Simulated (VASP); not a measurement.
Shape and ions are relaxed at each volume.

Energy against volume of Os (hcp). These are PW91 GGA, VASP's PBE PAW potentials (set 64) (plane waves; VASP) values and carry that method's errors.

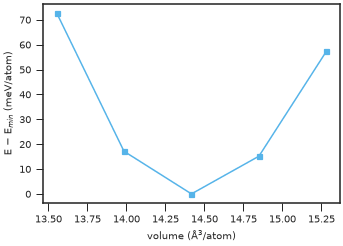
Figure: Energy against volume

Estimate the equilibrium volume and the bulk modulus.

The minimum lies near 14.4 Å³/atom, and the curvature gives B0 of about 400 GPa.

Measured: bulk modulus 425 GPa at 0 K (computed value off by -6.4 %), as given by Vázquez-Parga, Fernández-Martínez, Viñes, J. Chem. Theory Comput. (2023), doi:10.1021/acs.jctc.3c00612, Supporting … [zero-point energy and finite temperature contributions removed].

The compound is Os in the hcp structure. It was relaxed first.
